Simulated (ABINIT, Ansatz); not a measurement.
# BP (F-43m): the LO frequency by hand

Wanted: the LO mode of BP (F-43m) from the TO mode and the field response.

Method: DFT LDA, scalar-relativistic, plane waves, PseudoDojo norm-conserving pseudopotentials, in ABINIT 10.8.3.

**1. Set-up**

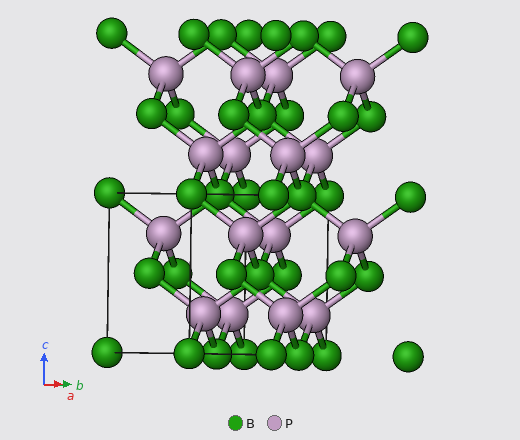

Start, viewed slightly off an axis; boron green, phosphorus pink. 2×1×2 cells are drawn. This picture shows the conventional cell, with its axes. Bonds to atoms that aren't drawn are left out. Some periodic images of atoms are drawn too.

This is the cell after its relaxation at this level of theory, not the database cell from which that began.

**2. What the response run gave**

A linear-response run on the relaxed cell, with the response to an electric field; only its zone-centre results are used. Cutoff 34 Ha, k mesh 8×8×8 with shifts.

Numbers of over 12 decimals in the logs are rounded to 6 here.

The program printed:

```text
[banners, grids, parts of the stress and lines that vanish by symmetry left out]
- input  file    -> dfpt_gamma.abi
- output file    -> dfpt_gamma.abo
- root for input  files -> dfpt_gammai
[...]
DATASET    1 : space group F-4 3 m (#216); Bravais cF (face-center cubic)
[...]
nfft =       32768          nkpt =        1024
[...]
DATASET    2 : space group F-4 3 m (#216); Bravais cF (face-center cubic)
[...]
nfft =       32768          nkpt =        1024
[...]
DATASET    3 : space group F-4 3 m (#216); Bravais cF (face-center cubic)
[...]
mpw =        1458          nfft =       32768          nkpt =        1024
[...]
== DATASET  1 ==================================================================
[...]
cutoff_energies: {ecut:  34.0, pawecutdg:  -1.0, }
[...]
- 15.00000   5.00000  180309                  znucl, zion, pspdat
[...]
Perturbation : derivative vs k along direction   1
[...]
-ETOT  1  -12.674315075187     -1.267E+01 5.241E-01 0.000E+00
 ETOT  2  -12.710717108743     -3.640E-02 3.955E-03 0.000E+00
 ETOT  3  -12.710949784338     -2.327E-04 8.498E-05 0.000E+00
 ETOT  4  -12.710952190370     -2.406E-06 1.336E-06 0.000E+00
 ETOT  5  -12.710952222506     -3.214E-08 3.081E-08 0.000E+00
[...]
At SCF step   13   max residual=  9.98E-21 < tolwfr=  1.00E-20 =>converged.
[...]
Perturbation : derivative vs k along direction   2
[...]
-ETOT  1  -12.674315075023     -1.267E+01 5.241E-01 0.000E+00
[...]
At SCF step   13   max residual=  9.98E-21 < tolwfr=  1.00E-20 =>converged.
[...]
Perturbation : derivative vs k along direction   3
[...]
-ETOT  1  -12.674315074859     -1.267E+01 5.241E-01 0.000E+00
[...]
At SCF step   13   max residual=  9.98E-21 < tolwfr=  1.00E-20 =>converged.
[...]
1        1       2.3913765863    0.0000000000
     1        2      -1.1956882932   -0.0000000000
     1        3      -1.1956882932   -0.0000000000
     2        1      -1.1956882932   -0.0000000000
     2        2       2.3913765863   -0.0000000000
     2        3       1.1956882932   -0.0000000000
     3        1      -1.1956882932   -0.0000000000
     3        2       1.1956882932   -0.0000000000
     3        3       2.3913765863   -0.0000000000
[...]
== DATASET  2 ==================================================================
[...]
cutoff_energies: {ecut:  34.0, pawecutdg:  -1.0, }
[...]
Perturbation : displacement of atom   1   along direction   1
[...]
3    4   3    4         9.1358916293        -0.0000000000
  Effective charges, in cartesian coordinates,
[...]
1    1   1    4        -0.6425790805         0.0000000000
   2    1   1    4        -0.0000000000         0.0000000000
   3    1   1    4         0.0000000000         0.0000000000
   1    2   1    4         0.6427311152         0.0000000000
   2    2   1    4         0.0000000000         0.0000000000
[...]
Effective charges, in cartesian coordinates,
[...]
2    4   1    2         0.0000000000         0.0000000000
   3    4   1    2         0.0000000000         0.0000000000
   1    4   2    2        -0.0000000000         0.0000000000
   2    4   2    2         0.6427311252         0.0000000000
   3    4   2    2         0.0000000000         0.0000000000
   1    4   3    2         0.0000000000         0.0000000000
   2    4   3    2         0.0000000000         0.0000000000
   3    4   3    2         0.6427311252         0.0000000000
  Phonon wavevector (reduced coordinates) :  0.00000  0.00000  0.00000
 Phonon energies in Hartree :
[...]
Phonon frequencies in cm-1    :
-  2.589686E-01  2.589688E-01  2.589693E-01  8.211000E+02  8.211000E+02
-  8.211000E+02
  Phonon at Gamma, with non-analyticity in the
[...]
Phonon energies in Hartree :
[...]
Phonon frequencies in cm-1    :
-  2.589686E-01  2.589688E-01  2.592195E-01  8.211000E+02  8.211000E+02
-  8.285484E+02
  Phonon at Gamma, with non-analyticity in the
[...]
Phonon energies in Hartree :
[...]
Phonon frequencies in cm-1    :
-  2.589686E-01  2.589693E-01  2.592190E-01  8.211000E+02  8.211000E+02
-  8.285484E+02
  Phonon at Gamma, with non-analyticity in the
[...]
Phonon energies in Hartree :
[...]
Phonon frequencies in cm-1    :
-  2.589688E-01  2.589693E-01  2.592189E-01  8.211000E+02  8.211000E+02
-  8.285484E+02
[...]
== DATASET  3 ==================================================================
[...]
cutoff_energies: {ecut:  34.0, pawecutdg:  -1.0, }
[...]
j1 : displacement of atom   1 along direction   1
[...]
j1 : displacement of atom   2 along direction   1
[...]
j2 : displacement of atom   1 along direction   1
[...]
j2 : displacement of atom   2 along direction   1
[...]
j2 : displacement of atom   1 along direction   1
[...]
j2 : displacement of atom   2 along direction   1
[...]
1          1       -0.000000004        0.000000002        0.000000002
[...]
1          2       -0.000000000        0.000000000        0.231417300
[...]
1          3       -0.000000000        0.231417297       -0.000000002
[...]
2          1        0.000000003       -0.000000002       -0.000000002
[...]
2          2       -0.000000000       -0.000000000       -0.231373705
[...]
2          3       -0.000000000       -0.231373703        0.000000002
[...]
strten2     0.0000000000E+00  0.0000000000E+00  0.0000000000E+00
           strten3     0.0000000000E+00  0.0000000000E+00  0.0000000000E+00
================================================================================
```

```csv
quantity,value
cell volume Ω (Å³),22.588
mass of B (u),10.810
mass of P (u),30.974
"Born charge of B, raw (e)",-0.643
"Born charge of P, raw (e)",0.643
ε∞,9.136
ω(TO) after the sum rule (cm⁻¹),821.1
```

**3. The calculation**

The charges must sum to zero over the cell; taking off their mean, 0.000 e, leaves Z* = -0.643 e on B. In the polar mode B moves against P, so the reduced mass is μ = 10.81 × 30.97 / 41.78 = 8.013 u.

A longitudinal wave builds up a field that adds to the restoring force: ω(LO)² = ω(TO)² + 4π Z*² / (μ Ω ε∞), in Hartree atomic units. With μ = 14607 electron masses and Ω = 152.43 bohr³ the second term is 2.5513e-07 Ha², or 12289 cm⁻² (1 Ha = 219474.6 cm⁻¹).

So ω(LO) = √(674205 + 12289) = 828.5 cm⁻¹, and by the Lyddane-Sachs-Teller relation ε₀ = ε∞ (ω(LO)/ω(TO))² = 9.30.

**4. Check against the program**

The analysis program adds the same non-analytic term to the full matrix.

The program printed:

```text
[banners, grids, parts of the stress and lines that vanish by symmetry left out]
-outvars_anaddb: echo values of input variables ----------------------

 Flags :
[...]
Dielectric Tensor and Effective Charges
[...]
Effective charge tensors after
[...]
1          1       -0.000000004        0.000000002        0.000000002
[...]
1          2       -0.000000000        0.000000000        0.231395502
[...]
1          3       -0.000000000        0.231395500       -0.000000002
[...]
2          1        0.000000004       -0.000000002       -0.000000002
[...]
2          2       -0.000000000       -0.000000000       -0.231395502
[...]
2          3       -0.000000000       -0.231395500        0.000000002
[...]
Phonon wavevector (reduced coordinates) :  0.00000  0.00000  0.00000
 Phonon energies in Hartree :
[...]
Phonon energies in meV     :
-  0.000000E+00  0.000000E+00  0.000000E+00  1.018034E+02  1.018034E+02
-  1.018034E+02
 Phonon frequencies in cm-1    :
-  0.000000E+00  0.000000E+00  0.000000E+00  8.210999E+02  8.210999E+02
-  8.210999E+02
 Phonon frequencies in Thz     :
-  0.000000E+00  0.000000E+00  0.000000E+00  2.461596E+01  2.461596E+01
-  2.461596E+01
 Phonon energies in Kelvin  :
-  0.000000E+00  0.000000E+00  0.000000E+00  1.181380E+03  1.181380E+03
-  1.181380E+03
[...]
-  1  0.00000000E+00  1.14876558E-06  3.62335570E-03
-     0.00000000E+00  0.00000000E+00  0.00000000E+00
-  2  0.00000000E+00  1.14876555E-06  3.62335560E-03
-     0.00000000E+00  0.00000000E+00  0.00000000E+00
[...]
-  1  5.66097204E-07  3.62335565E-03 -1.14876559E-06
-     0.00000000E+00  0.00000000E+00  0.00000000E+00
-  2  5.66097188E-07  3.62335555E-03 -1.14876556E-06
-     0.00000000E+00  0.00000000E+00  0.00000000E+00
[...]
-  1  3.62335584E-03 -5.66097218E-07  0.00000000E+00
-     0.00000000E+00  0.00000000E+00  0.00000000E+00
-  2  3.62335573E-03 -5.66097202E-07  0.00000000E+00
-     0.00000000E+00  0.00000000E+00  0.00000000E+00
[...]
-  1  5.84101092E-07 -1.33448125E-06  6.13302891E-03
-     0.00000000E+00  0.00000000E+00  0.00000000E+00
-  2 -2.03873107E-07  4.65783819E-07 -2.14065626E-03
-     0.00000000E+00  0.00000000E+00  0.00000000E+00
[...]
-  1  1.18583791E-06  6.13302883E-03  1.33436829E-06
-     0.00000000E+00  0.00000000E+00  0.00000000E+00
-  2 -4.13901740E-07 -2.14065623E-03 -4.65744393E-07
-     0.00000000E+00  0.00000000E+00  0.00000000E+00
[...]
-  1  6.13302894E-03 -1.18571079E-06 -5.84359093E-07
-     0.00000000E+00  0.00000000E+00  0.00000000E+00
-  2 -2.14065627E-03  4.13857371E-07  2.03963159E-07
[...]
-  1.027270E+02
 Phonon frequencies in cm-1    :
-  0.000000E+00  0.000000E+00  0.000000E+00  8.210999E+02  8.210999E+02
-  8.285492E+02
 Phonon frequencies in Thz     :
-  0.000000E+00  0.000000E+00  0.000000E+00  2.461596E+01  2.461596E+01
-  2.483928E+01
 Phonon energies in Kelvin  :
-  0.000000E+00  0.000000E+00  0.000000E+00  1.181380E+03  1.181380E+03
-  1.192097E+03
[...]
-  1  0.00000000E+00  1.15153627E-06  3.62335570E-03
[...]
-  2  0.00000000E+00  1.15153624E-06  3.62335559E-03
[...]
Phonon at Gamma, with non-analyticity in the
[...]
Phonon energies in Hartree :
[...]
Phonon energies in meV     :
-  0.000000E+00  0.000000E+00  0.000000E+00  1.018034E+02  1.018034E+02
-  1.027270E+02
 Phonon frequencies in cm-1    :
-  0.000000E+00  0.000000E+00  0.000000E+00  8.210999E+02  8.210999E+02
-  8.285492E+02
 Phonon frequencies in Thz     :
-  0.000000E+00  0.000000E+00  0.000000E+00  2.461596E+01  2.461596E+01
-  2.483928E+01
 Phonon energies in Kelvin  :
-  0.000000E+00  0.000000E+00  0.000000E+00  1.181380E+03  1.181380E+03
-  1.192097E+03
[...]
Phonon at Gamma, with non-analyticity in the
[...]
Phonon energies in Hartree :
[...]
Phonon energies in meV     :
-  0.000000E+00  0.000000E+00  0.000000E+00  1.018034E+02  1.018034E+02
-  1.027270E+02
 Phonon frequencies in cm-1    :
-  0.000000E+00  0.000000E+00  0.000000E+00  8.210999E+02  8.210999E+02
-  8.285492E+02
 Phonon frequencies in Thz     :
-  0.000000E+00  0.000000E+00  0.000000E+00  2.461596E+01  2.461596E+01
-  2.483928E+01
 Phonon energies in Kelvin  :
-  0.000000E+00  0.000000E+00  0.000000E+00  1.181380E+03  1.181380E+03
-  1.192097E+03
[...]
-  1  4.80303880E-07 -3.62335585E-03  0.00000000E+00
[...]
-  2  4.80303257E-07 -3.62335575E-03  0.00000000E+00
[...]
-  1  3.62335585E-03  4.80302938E-07  0.00000000E+00
[...]
-  2  3.62335575E-03  4.80303534E-07  0.00000000E+00
[...]
-  1  1.15113738E-03  3.64499821E-03 -4.79613559E-03
[...]
-  2 -4.01789960E-04 -1.27224057E-03  1.67403053E-03
[...]
-  1  4.87349087E-03 -3.43365965E-03 -1.43983122E-03
[...]
-  2 -1.70103042E-03  1.19847552E-03  5.02554896E-04
[...]
-         0.000000000       0.000000000       0.000000000
-         0.000000000       0.000000000      -0.000000000
[...]
-        -0.000000000      -0.018484568       0.014048022
-        -0.018484568      -0.000000000       0.004436546
-         0.014048022       0.004436546      -0.000000000
[...]
-        -0.000000000      -0.005549188      -0.013233512
-        -0.005549188       0.000000000       0.018782700
-        -0.013233512       0.018782700      -0.000000000
[...]
Direction                     Dielectric constant
[...]
0.00000   0.00000   1.00000      9.30241012
   1.00000   1.00000   1.00000      9.30241012
-
```

```csv
quantity,by hand,program
ω(LO) (cm⁻¹),828.5,828.5
ε₀,9.30,9.30
```

**5. Summary of results**

```json
{
  "TO mode": "821.1 cm⁻¹",
  "LO mode": "828.5 cm⁻¹",
  "static dielectric constant": "9.302"
}
```

In words: The LO mode of BP (F-43m) lies at 829 cm⁻¹, 7 cm⁻¹ above the TO mode; the formula meets the program within 0.1 cm⁻¹, as it must for a cubic crystal with one polar mode. ω(LO)² − ω(TO)² goes with Z*²/ε∞: an error of 5 % in ε∞ would move the LO mode by 0.4 cm⁻¹, and semilocal functionals tend to overestimate ε∞. These are harmonic values at zero temperature, at the volume of this functional, for the structure held cubic; stability elsewhere in the zone is no part of this calculation.

[Host names and launcher messages were left out of these logs when they were recorded.]

[Logs are printed without paths, hosts, clocks, repeated set-up lines and the standing remarks that a program may print on its own settings, such as how far it seeks lower states.]

[Hosts, paths, dates, database ids (printed as entryN), source tags and the programs' standing remarks are cut or masked in the printed files.]
